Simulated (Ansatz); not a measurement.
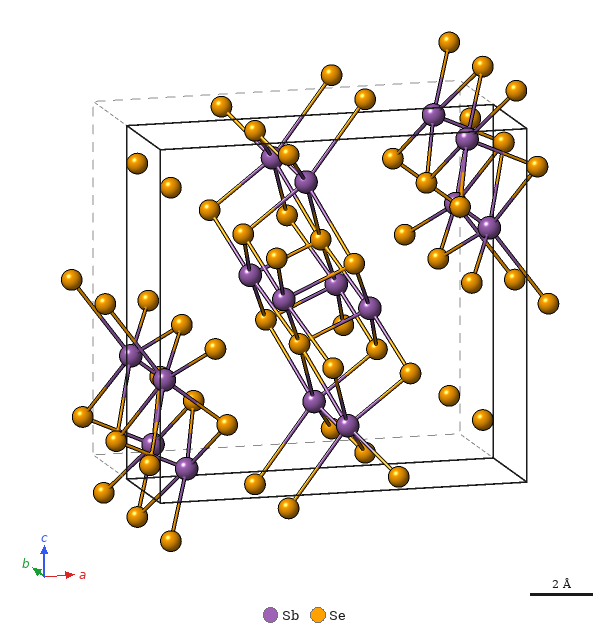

An orthographic ball-and-stick view of the structure, slightly off an axis. The structure is repeated 1×2×1 times; solid lines mark one conventional unit cell. A few atoms beyond the faces are included.

Describe the crystal.

- The structure is one of Sb$_{2}$Se$_{3}$.
- Space group Pnma (No. 62), lattice primitive orthorhombic.
- Counting shared atoms by their share gives 8 Sb, 12 Se, or 20 atoms.
- The numbers of neighbours within bonding distance are Sb 5 to 6 (mean 5.5) and Se 3 to 5 (mean 3.7).

The initial geometry was a structure listed in the Materials Project. Earlier steps of the study may have refined or changed the cell and positions. It went into a calculation with Ansatz.
